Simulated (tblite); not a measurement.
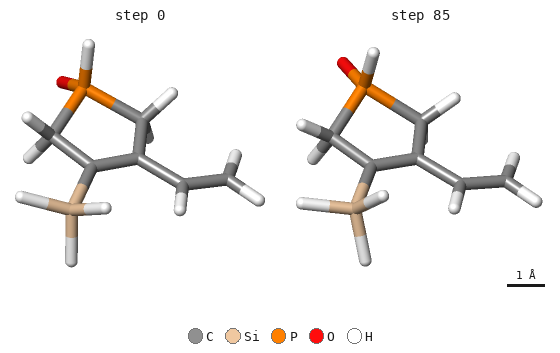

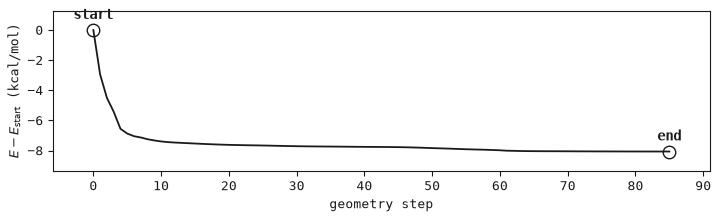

First and last geometry of a relaxation of C6H11OPSi, with the history of the run. Style: stick. Shown from a free direction.

Computed with GFN2-xTB geometry optimisation, gas phase in tblite 0.8.0. 

> Read the history and describe the run.

It converged. The largest move after the best rigid fit is that of the O atom, 0.56 Å. Largest moves by element: O 0.56 Å, H 0.44 Å, Si 0.11 Å, C 0.10 Å, P 0.04 Å. Among the contacts that change: C–Si 1.838 → 1.884 Å, O–P 1.510 → 1.464 Å, H–Si 1.488 → 1.464 Å, C–C 1.469 → 1.446 Å. Among the angles between lasting bonds that change: C–P–O 110.3° → 119.6°, O–P–C 110.6° → 119.1°, C–P–H 110.0° → 103.9°. Over 85 geometry steps the energy falls by 8.07 kcal/mol.
